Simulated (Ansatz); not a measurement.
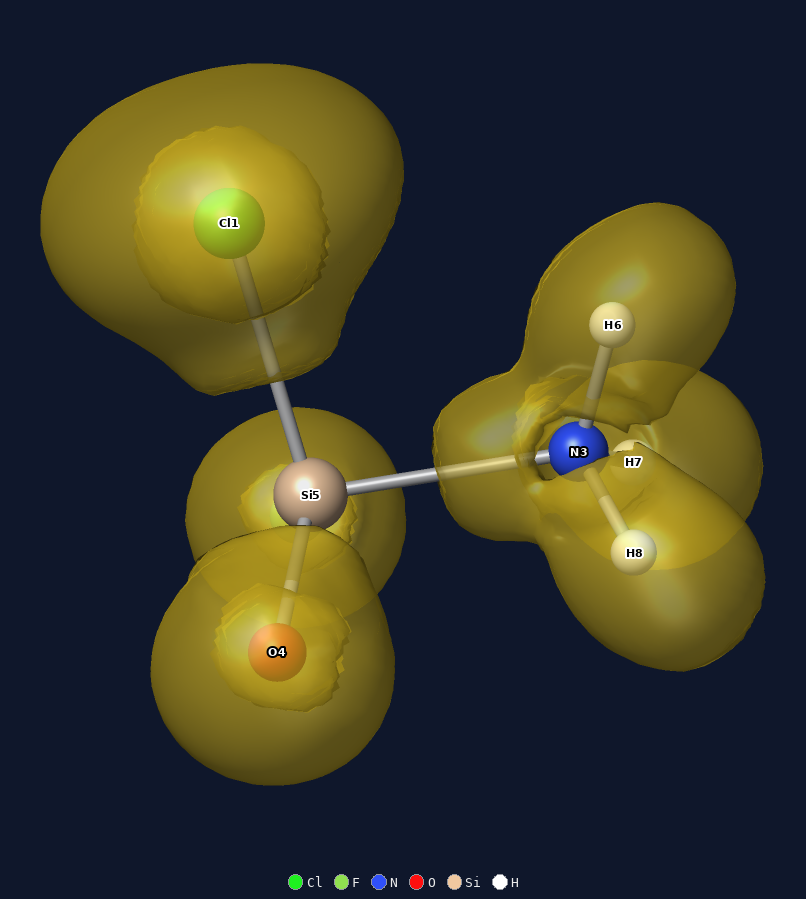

Figure 1: ClFH3NOSi. Isosurface of the electron localisation function at 0.75 (yellow), seen across its widest extent. Core shells and regions of very low density are left out.

Geometry: B3LYP-D3(BJ)/def2-SVP.

The calculation used Ansatz 0.2.0, isolated molecule in a Gaussian basis; Kohn-Sham density functional theory, functional PBE0.

```yaml
atoms:
  - { symbol: Cl, position_ang: [-3.5583, 0.2212, 0.1477] }
  - { symbol: F, position_ang: [-2.5898, 2.6158, -1.2180] }
  - { symbol: N, position_ang: [-1.4093, 2.1555, 1.0930] }
  - { symbol: O, position_ang: [-0.6510, 0.6095, -1.1233] }
  - { symbol: Si, position_ang: [-1.9221, 1.2734, -0.5871] }
  - { symbol: H, position_ang: [-1.8597, 1.7282, 1.9075] }
  - { symbol: H, position_ang: [-1.6296, 3.1561, 1.0816] }
  - { symbol: H, position_ang: [-0.3942, 2.0347, 1.1703] }
```

Q: Where are the electrons localised?

A: At this value the surface marks out one region on Cl in which the atom's valence shell and bonds are merged, one region wrapped around F (its lone pairs, merged into a ring or cap), one region wrapped around O (its lone pairs, merged into a ring or cap) and one joined region spread over several atoms (H, N), in which their bonds and any lone pairs are merged.

Values along the shortest contacts:
Si–O (1.53 Å): the ELF peaks at about 0.80 between the atoms (a short, strongly polar bond). Si–F (1.63 Å): the ELF peaks at about 0.85 in the valence shell of F, 0.6 Å from its nucleus, and is about 0.55 at the midpoint.
